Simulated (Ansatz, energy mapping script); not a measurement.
## LiNiSe2 in the alpha-NaFeO2 structure: exchange couplings from total energies

Wanted: the magnetic order of LiNiSe2 in the alpha-NaFeO2 structure, its couplings and an estimate of its ordering temperature, by PBEsol+U (3.6 eV).

Program: Ansatz 0.2.0. Level of theory: PBEsol with U = 3.6 eV on Ni d, ortho-atomic projectors; plane waves, U on orthogonalised atomic orbitals unless named otherwise, collinear spin, no spin–orbit coupling. Results are calculated unless marked as measured.

### 1. The structure

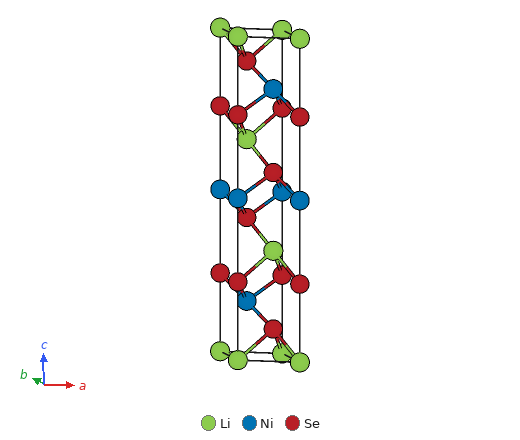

The cell as given, slightly off an axis (lithium green, nickel blue, selenium red). This picture shows the conventional cell, with its axes. Bonds to atoms that aren't drawn are left out. Some periodic images of atoms are drawn too.

This cell was built for the study (alpha-NaFeO2 prototype, lattice guessed from radii), not taken from an experiment; the compound need not form in this structure.

The cell was relaxed beforehand in Ansatz under PBEsol with U = 6 eV on Ni d, ortho-atomic projectors, D3(BJ) dispersion, from parallel moments.

A Hubbard U penalises fractional filling of the shell. It raises the cost of virtual hops to the neighbours, so couplings that rest on such hops usually weaken.

### 2. Seed run in the crystal's own cell

A corrected shell can settle in several orbital fillings. One parallel run, with an occupation width a fifth wider than the orders use, therefore is to supply the occupation matrices. All orders start from them.

The input, input.yaml:

```yaml
crystal:
  lattice:
    - [1.759824408, 1.016051877, 6.003814541]
    - [-1.759824408, 1.016051877, 6.003814541]
    - [0.0, -2.032053411, 6.00382306]
  atoms:
    - { symbol: Li, position: [0.0, 0.0, 0.0] }
    - { symbol: Ni, position: [0.5, 0.5, 0.5], spin: 2.0 }
    - { symbol: Se, position: [0.24180541, 0.24180541, 0.24180541] }
    - { symbol: Se, position: [0.75819459, 0.75819459, 0.75819459] }
magnetization:
  spin_polarized: true
kpoints:
  mp_grid: { grid: [10, 10, 10] }
hamiltonian:
  xc: pbesol
  hubbard:
    sites: [{ species: Ni, l: d, u_eff: 3.6 }]
    projectors: ortho-atomic
scf:
  occupations: { method: fermi_dirac, width: 0.06 }
output:
  eigenvalues: true
```

On the command line:

```sh
$ ansatz run input.yaml --threads 4 --pin off --max-ram 8192MiB --backend cpu --events-out ev --progress --plain --runs-dir out
```

Numbers of over 12 decimals in the logs are rounded to 6 here.

The program printed:

```text
basis.fft_grid_basis auto: the FFT boxes are laid along the combinations [[1, 0, -1], [0, 1, -1], [0, 0, 1]] of the cell's own vectors, 3.520, 3.520 and 6.338 Å long. The dense box has 24×24×45 points. Along the cell's own vectors, as sized, it would have 45×45×45, 3.52 times as many. Of the 12 symmetry operations that the crystal satisfies within crystal.symmetry.tolerance (time reversal apart; of a slab, those that [...]
Engine: ansatz 0.2.0, aarch64-unknown-linux-gnu
Pseudopotentials: kind: paw
Pseudopotential: Li, paw, valence charge 3, recommended cutoff 420 eV (normal), Li.paw.azcp
Pseudopotential: Ni, paw, valence charge 18, recommended cutoff 420 eV (normal), Ni.paw.azcp
Pseudopotential: Se, paw, valence charge 16, recommended cutoff 420 eV (normal), Se.paw.azcp
Functional definition: PBEsol
  exchange = pbesol_x
  correlation = pbesol_c
Crystal: 4 atoms, lattice volume = 64.411 Å³
Basis set: ecut = 420 eV, 1251 PW (Γ), FFT grids on a1−a3, a2−a3, a3
Bands: 33, of which v1, the nominal top of the filled ones, is band 27 counted from 1 (26 counted from 0)
Symmetry: 12 space group operations
Space group: R-3m (ITA 166), of the structure as read, at distance tolerance 4.0e-5 Å
Magnetic group: BNS 166.97 (UNI 1327), of the structure as read, at distance tolerance 4.0e-5 Å
k-points: 116 of 1000
Non-local potential: Li, projectors of the file, l = 0: 3, l = 1: 2, l = 2: 1
Non-local potential: Ni, projectors of the file, l = 0: 3, l = 1: 2, l = 2: 3, l = 3: 1
Non-local potential: Se, projectors of the file, l = 0: 2, l = 1: 2, l = 2: 3, l = 3: 1
PAW form: soft (Blöchl's): semilocal exchange-correlation on the pseudo side does not see the compensation charge
PAW frozen core: Ni, regenerated for the run's functional, and the local potential with it (the file was generated under x = pbe(κ = 0.804, μ = 0.219515), c = pbe(β = 0.066725))
PAW frozen core: Se, regenerated for the run's functional, and the local potential with it (the file was generated under x = pbe(κ = 0.804, μ = 0.219515), c = pbe(β = 0.066725))
PAW one-centre angular grid: Li, 110 points (default); XC on 64 Gauss nodes
PAW one-centre angular grid: Ni, 590 points (default); XC on 64 Gauss nodes
PAW one-centre angular grid: Se, 590 points (default); XC on 64 Gauss nodes
Initial density: superposition of atomic densities (chi_scale 0.1, normalization cell, long waves kept (reshape's long-wave potential 0.02 eV rms))
Starting moments: Σ|m| = 2 μB on 1 of 4 sites
Initial wavefunctions: pseudopotential atomic-orbital guess
Functional: x = pbesol(κ = 0.804, μ = 0.123457), c = pbesol(β = 0.046)
[...]
spin=Collinear: Kerker preconditioning applied to the charge; magnetization (m = ρ↑ − ρ↓) channel mixes plain (no charge-response kernel on spin).
[...]
SCF 3 converged in 7 iterations: F = -16857.103219 eV  dr2 = 3.97e-10
an SCF from another whole filling of 1 corrected shell (1 electron), with 8 of the crystal's symmetry operations given up (282 k-points in place of 116), reached no lower state that the run goes on to. This is no proof of a minimum. Whole fillings of corrected shells: 2 of 2 tried, 0 with no close
Symmetry: 1 space group operations
k-points: 504 of 1000 (time reversal used)
[...]
spin=Collinear: Kerker preconditioning applied to the charge; magnetization (m = ρ↑ − ρ↓) channel mixes plain (no charge-response kernel on spin).
[...]
SCF 4 converged in 16 iterations: F = -16857.103219 eV  dr2 = 2.15e-8
an SCF from ferromagnetic starting moments (0.00, 2.00, 0.00, 0.00 Bohr magnetons, atom by atom) closed no lower than the state that the run had reached (+0.00 meV in free energy), which stands; the SCF set out from the atoms and, under a Hubbard term, can stand on another filling of the shells than the run's state, so that by this SCF it is not known whether that order lies lower
SCF converged after 17 iterations
Magnetization: 1.0460 μB (27.0230 up, 25.9770 down)
Absolute magnetization: 1.1851 μB (∫|ρ↑−ρ↓|, with the PAW one-centre terms)
Spin contamination: 0.1205 ħ² per cell (⟨S²⟩ above its minimum at these occupations)
Per-site moments (μB) at R_I (Å): [(0.040595, 1.079382), (0.924231, 1.007116), (0.00610565, 1.007116), (0.00610565, 1.007116)]
Free energy (F): -16857.103219 eV
Harris-Foulkes:  -16857.103219 eV  (|F-HF|=1.09e-11)
Internal energy: -16857.086762 eV  (E = F + TS)
E sigma→0 (E₀):  -16857.094991 eV
Entropy (-TS):   -0.016457 eV (-4.114 meV/atom)
Fermi energy:    10.261642 eV
--- Per-component energies (eV) ---
  E_band       = -1198.918826
  E_kinetic    = 543.837727
  E_local      = -9972.800413  (includes V_loc(G=0)·N_el)
  E_nonlocal   = -576.344137
  E_hartree    = 4622.611265
  E_xc         = -302.431549
  E_vxc        = -320.240976  (∫ρ·V_xc dr)
  E_hubbard    = 1.303297  (on-site DFT+U / exact-exchange correction)
  E_vhub       = -13.119346  (the Hubbard potential's part of the band-sum identity)
  E_paw        = -5353.815684  (= ΣΔE_a)
  E_vpaw       = -105.473849  (= ΣTr[D̂ρ^β])
  E_aug_tail   = -0.000726  (compensation charges beyond the density's cutoff)
  E_ewald      = -5821.660731
  E_core_change = 2.214190  (= ΣΔE_core)
  E_smearing   = -0.016457  (= −TS)
  E_closure    = -0.000000  (closes the sum)
  Σ components = -16857.103219   (vs F -16857.103219, Δ=0.00e0)
--- Band table (eV; the first three rows and the last of 232) ---
  k-point 0 ↑: bands = [... 23 lower, 9.9410, 10.3584, 10.3584, 11.1876, 11.1876, 14.9663, 15.0311, 16.9998, ... 2 higher]
  k-point 1 ↑: bands = [... 23 lower, 9.6483, 9.9880, 10.1926, 10.4329, 11.0269, 15.5339, 15.6271, 17.0655, ... 2 higher]
  k-point 2 ↑: bands = [... 23 lower, 8.3619, 9.0960, 9.7212, 10.1584, 10.7409, 15.4026, 16.4616, 17.9628, ... 2 higher]
  k-point 115 ↓: bands = [... 23 lower, 8.1184, 10.2320, 10.2320, 12.0828, 12.0828, 15.6938, 16.0401, 18.2711, ... 2 higher]
Occupation matrices written to <dir>
```

Run time: 5.6 min. Hardware: 4 threads of Arm Neoverse V1, shared host; peak memory 3 GiB.

In the SCF lines HF is the Harris–Foulkes energy and dr2 the Hartree energy of the density residual, in eV; the loop may stop once dr2 is under the threshold and the program's other checks hold. Hψ counts applications of the Hamiltonian.

This step gave:

```
final state                       : ferromagnetic
electrons in the corrected shells : 8.737 e
largest moment                    : 0.924 μB
```

### 3. Order 1: parallel, cell A of 8 atoms

The parallel order is the zero of energy for this cell and mesh.

The input, input.yaml:

```yaml
crystal:
  lattice:
    - [-1.759824408, 3.048105288, -8.519e-06]
    - [-5.279473224, -3.048105288, 8.519e-06]
    - [1.759824408, 1.016051877, 6.003814541]
  atoms:
    - { symbol: Li, position: [0.5, 0.5, 0.0] }
    - { symbol: Li, position: [0.0, 0.0, 0.0] }
    - { symbol: Ni, position: [0.5, 0.0, 0.5], spin: 2.0 }
    - { symbol: Ni, position: [0.0, 0.5, 0.5], spin: 2.0 }
    - { symbol: Se, position: [0.5, 0.74180541, 0.72541623] }
    - { symbol: Se, position: [0.0, 0.24180541, 0.72541623] }
    - { symbol: Se, position: [0.5, 0.25819459, 0.27458377] }
    - { symbol: Se, position: [0.0, 0.75819459, 0.27458377] }
magnetization:
  spin_polarized: true
kpoints:
  mp_grid: { grid: [9, 6, 5] }
hamiltonian:
  xc: pbesol
  hubbard:
    sites:
      - { species: Ni, l: d, u_eff: 3.6 }
      - { site: 2, l: d, u_eff: 3.6, starting_ns: [{ spin: up, occupation_matrix: ni2_major }, { spin: down, occupation_matrix: ni2_minor }] }
      - { site: 3, l: d, u_eff: 3.6, starting_ns: [{ spin: up, occupation_matrix: ni2_major }, { spin: down, occupation_matrix: ni2_minor }] }
    projectors: ortho-atomic
    occupation_matrices:
      ni2_major:
        matrix:
          - [0.989, 0.0, 0.0, 0.0, 0.0]
          - [0.0, 0.945, 0.0, 0.0, 0.031]
          - [0.0, 0.0, 0.945, 0.031, 0.0]
          - [0.0, 0.0, 0.031, 0.965, 0.0]
          - [0.0, 0.031, 0.0, 0.0, 0.965]
      ni2_minor:
        matrix:
          - [0.984, 0.0, 0.0, 0.0, 0.0]
          - [0.0, 0.639, 0.0, 0.0, 0.229]
          - [0.0, 0.0, 0.639, 0.229, 0.0]
          - [0.0, 0.0, 0.229, 0.833, 0.0]
          - [0.0, 0.229, 0.0, 0.0, 0.833]
scf:
  occupations: { method: fermi_dirac, width: 0.05 }
output:
  eigenvalues: true
```

The program printed:

```text
Warning: crystal.symmetry: narrowed to the stabiliser of the occupation matrices — unitary ops 8 → 4; lowered by the specified shells (site 2, l: d), (site 3, l: d); largest admitted image defect 4.4e-16, smallest excluded 2.5e-6 — at a rounding scale rather than a splitting's, so precision (not physics) most likely lowered the group: (i) a fixed point transcribed at too few decimals — re-emit the block at full precision (to 7 decimals or more, rounded to nearest) from a symmetrised source (a converged report's `n_mat` / `n_mat_spinor`) (of a frozen-density pass: in the run whose state it reads); [rest of the remark cut]
[...]
Crystal: 8 atoms, lattice volume = 128.821 Å³
Basis set: ecut = 420 eV, 2513 PW (Γ)
Bands: 66, of which v1, the nominal top of the filled ones, is band 53 counted from 1 (52 counted from 0)
Symmetry: 4 space group operations
k-points: 136 of 270
[...]
Starting moments: Σ|m| = 4 μB on 2 of 8 sites
[...]
SCF iter   1: F=—  HF=-33725.407878 eV  |F-HF|=—  |Δ(HF+E_count)|=         —  Δρ=2.34e-1 (↑3.98e-2 ↓2.34e-1)  dr2=7.65e1  dr2_m=1.23e1  M=0.512 μB ∫|m|=0.584 μB  β_m=0.30  ethr=3.10e-3  ⟨swp⟩=5.9  Hψ=62063  notcnv=0  defer=166
[...]
SCF iter  16: F=-33714.199949 eV  HF=-33714.199949 eV  |F-HF|=1.38e-10  |Δ(HF+E_count)|=   6.24e-9  Δρ=7.62e-7 (↑2.10e-7 ↓7.62e-7)  dr2=5.89e-10  dr2_m=2.43e-10  M=2.088 μB ∫|m|=2.369 μB  ethr=5.50e-11  ⟨swp⟩=1.0  Hψ=38211  notcnv=0
SCF 1 converged in 16 iterations: F = -33714.199949 eV  dr2 = 5.89e-10
[...]
SCF converged after 16 iterations
an eigenvalue changed by more than its tolerance at an iteration that met the thresholds in force, so the SCF went on 1 time: the last check found none over its tolerance
Magnetization: 2.0884 μB (54.0442 up, 51.9558 down)
Absolute magnetization: 2.3733 μB (∫|ρ↑−ρ↓|, with the PAW one-centre terms)
[...]
Per-site moments (μB) at R_I (Å): [(0.040328, 1.079382), (0.040328, 1.079382), (0.926866, 1.007116), (0.926866, 1.007116), (0.00449333, 1.007116), (0.00449333, 1.007116), (0.00449333, 1.007116), (0.00449333, 1.007116)]
Free energy (F): -33714.199949 eV
[...]
Internal energy: -33714.176594 eV  (E = F + TS)
E sigma→0 (E₀):  -33714.188272 eV
Entropy (-TS):   -0.023355 eV (-2.919 meV/atom)
Fermi energy:    10.248715 eV
[...]
--- Specified on-site occupations, and those of the state reported ---
  electrons in the specified blocks: 17.4740 specified, 17.4722 found
  site 3 (l=d) ↑: largest change of an orbital's occupation 0.0021; electrons 4.8090 specified, 4.8110 found; spectral distance 0.0023
[...]
site 3 (l=d) ↓: largest change of an orbital's occupation 0.0020; electrons 3.9280 specified, 3.9251 found; spectral distance 0.0021
[...]
--- Band table (eV; the first three rows and the last of 272) ---
  k-point 0 ↑: bands = [... 49 lower, 9.9418, 10.3584, 10.3607, 10.9227, 11.0131, 11.1875, 11.1880, 13.4209, ... 9 higher]
  k-point 1 ↑: bands = [... 49 lower, 9.2743, 10.2818, 10.3076, 10.3099, 10.7753, 11.2210, 11.2214, 13.6710, ... 9 higher]
  k-point 2 ↑: bands = [... 49 lower, 8.3219, 9.4143, 10.2331, 10.2354, 10.3852, 11.2675, 11.2678, 13.9960, ... 9 higher]
  k-point 135 ↓: bands = [... 49 lower, 8.2177, 8.2283, 8.6415, 10.7970, 10.8652, 10.9991, 11.2219, 15.1818, ... 9 higher]
Occupation matrices written to <dir>
```

Elapsed: 69 s, on 4 threads; peak memory 1.9 GiB; 4.5 min of CPU time.

Spin moment in the sphere by atom:

```
atom  spin moment in the sphere (μB)
 Li1                           0.040
 Li2                           0.040
 Ni3                           0.927
 Ni4                           0.927
 Se5                           0.004
 Se6                           0.004
 Se7                           0.004
 Se8                           0.004
```

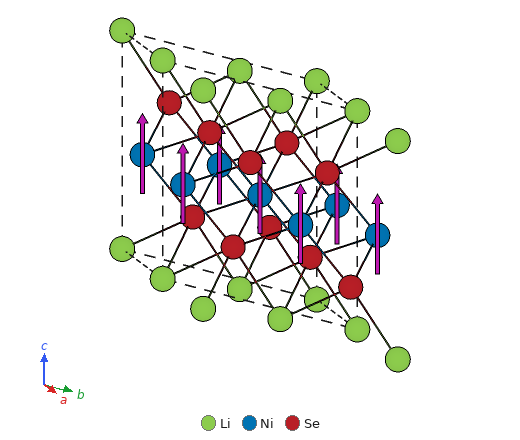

Spin moment in the sphere as arrows, the longest 0.927 μB. Up and down stand for the sign. Arrows give size and sign along the axis of quantisation, drawn up and down the page. 2×1×1 cells are drawn. Some periodic images of atoms are drawn too.

The run ends ferromagnetic.

### 4. Compensated +− start in cell A (8 atoms)

This order reverses 4 of the 6 neighbours at 3.52 Å, 4 of the 6 neighbours at 6.10 Å and 4 of the 6 neighbours at 6.34 Å, counted for an average magnetic atom.

input.yaml: that of step 3 with these lines changed.

```diff
@@ -9,3 +9,3 @@
     - { symbol: Ni, position: [0.5, 0.0, 0.5], spin: 2.0 }
-    - { symbol: Ni, position: [0.0, 0.5, 0.5], spin: 2.0 }
+    - { symbol: Ni, position: [0.0, 0.5, 0.5], spin: -2.0 }
     - { symbol: Se, position: [0.5, 0.74180541, 0.72541623] }
@@ -24,3 +24,3 @@
       - { site: 2, l: d, u_eff: 3.6, starting_ns: [{ spin: up, occupation_matrix: ni2_major }, { spin: down, occupation_matrix: ni2_minor }] }
-      - { site: 3, l: d, u_eff: 3.6, starting_ns: [{ spin: up, occupation_matrix: ni2_major }, { spin: down, occupation_matrix: ni2_minor }] }
+      - { site: 3, l: d, u_eff: 3.6, starting_ns: [{ spin: up, occupation_matrix: ni2_minor }, { spin: down, occupation_matrix: ni2_major }] }
     projectors: ortho-atomic
```

The program printed:

```text
[...]
Crystal: 8 atoms, lattice volume = 128.821 Å³
Basis set: ecut = 420 eV, 2513 PW (Γ)
Bands: 66, of which v1, the nominal top of the filled ones, is band 53 counted from 1 (52 counted from 0)
Symmetry: 2 space group operations
k-points: 136 of 270
[...]
Starting moments: Σ|m| = 4 μB on 2 of 8 sites
[...]
the translation (0.5, 0.5, 0) carries every atom to within crystal.symmetry.tolerance of an atom of its element with the starting moment reversed, but both spin channels are solved: the dense FFT box has an odd point count along it
SCF iter   1: F=—  HF=-33725.411521 eV  |F-HF|=—  |Δ(HF+E_count)|=         —  Δρ=1.68e-1 (↑1.68e-1 ↓1.68e-1)  dr2=7.65e1  dr2_m=1.23e1  M=0.000 μB ∫|m|=0.495 μB  β_m=0.30  ethr=3.10e-3  ⟨swp⟩=5.9  Hψ=62372  notcnv=0  defer=199
[...]
SCF iter  21: F=-33714.099598 eV  HF=-33714.099598 eV  |F-HF|=1.80e-8  |Δ(HF+E_count)|=   2.03e-8  Δρ=1.49e-6 (↑1.49e-6 ↓1.30e-6)  dr2=1.61e-8  dr2_m=2.75e-10  M=0.000 μB ∫|m|=2.177 μB  ethr=9.43e-11  ⟨swp⟩=7.7  Hψ=57128  notcnv=0
SCF 1 converged in 21 iterations: F = -33714.099598 eV  dr2 = 1.61e-8
[...]
SCF converged after 21 iterations
Magnetization: 0.0000 μB (53.0000 up, 53.0000 down)
Absolute magnetization: 2.1813 μB (∫|ρ↑−ρ↓|, with the PAW one-centre terms)
[...]
Per-site moments (μB) at R_I (Å): [(0.034342, 1.079382), (-0.034341, 1.079382), (0.864724, 1.007116), (-0.864728, 1.007116), (0.000768163, 1.007116), (-0.000766573, 1.007116), (0.000768163, 1.007116), (-0.000766573, 1.007116)]
Free energy (F): -33714.099598 eV
[...]
Internal energy: -33714.066711 eV  (E = F + TS)
E sigma→0 (E₀):  -33714.083154 eV
Entropy (-TS):   -0.032887 eV (-4.111 meV/atom)
Fermi energy:    10.227291 eV
[...]
--- Specified on-site occupations, and those of the state reported ---
  electrons in the specified blocks: 17.4740 specified, 17.5034 found
[...]
--- Band table (eV; the first three rows and the last of 272) ---
  k-point 0 ↑: bands = [... 49 lower, 9.9547, 10.3566, 10.3672, 11.0994, 11.1534, 11.9575, 11.9797, 13.5258, ... 9 higher]
  k-point 1 ↑: bands = [... 49 lower, 9.3065, 10.3071, 10.3170, 10.6897, 11.0162, 11.8527, 11.8935, 13.7794, ... 9 higher]
  k-point 2 ↑: bands = [... 49 lower, 8.3322, 10.1216, 10.2318, 10.2444, 10.7429, 11.8222, 11.8492, 14.1110, ... 9 higher]
  k-point 135 ↓: bands = [... 49 lower, 8.0609, 8.0803, 8.5636, 9.5551, 9.8045, 10.7868, 11.0910, 15.0881, ... 9 higher]
Occupation matrices written to <dir>
```

It took 78 s on 4 threads; peak memory 1.9 GiB.

Spin moment in the sphere by atom:

```
atom  spin moment in the sphere (μB)
 Li1                           0.034
 Li2                          -0.034
 Ni3                           0.865
 Ni4                          -0.865
 Se5                           0.001
 Se6                          -0.001
 Se7                           0.001
 Se8                          -0.001
```

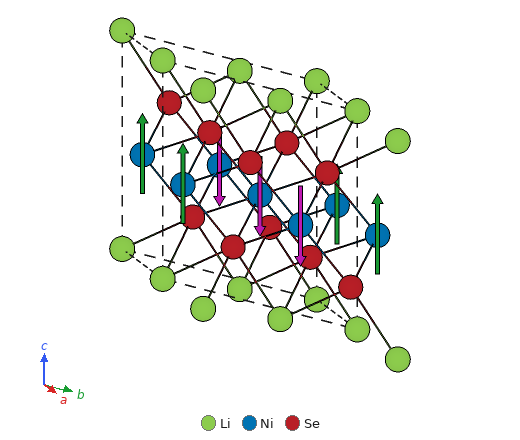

Spin moment in the sphere as arrows, the longest 0.865 μB. Up and down stand for the sign. Arrows give size and sign along the axis of quantisation, drawn up and down the page. The two directions have two colours. 2×1×1 cells are drawn. Some periodic images of atoms are drawn too.

The run ends antiferromagnetic, 52.56 meV a magnetic atom above the parallel order of its cell (energies taken at zero occupation width, not the printed F).

(Continued in part 2 of 2.)

[Logs and program files are shortened in this print: banners, set-up blocks, solver, clock and traceback lines can be left out without a mark of their own.]

[Logs are printed without paths, hosts, clocks, repeated set-up lines and the standing remarks that a program may print on its own settings, such as how far it seeks lower states.]

[Hosts, paths, dates, database ids (printed as entryN), source tags and the programs' standing remarks are cut or masked in the printed files.]

[Where a cell is said to come from a database of computed structures, the database is the Materials Project.]
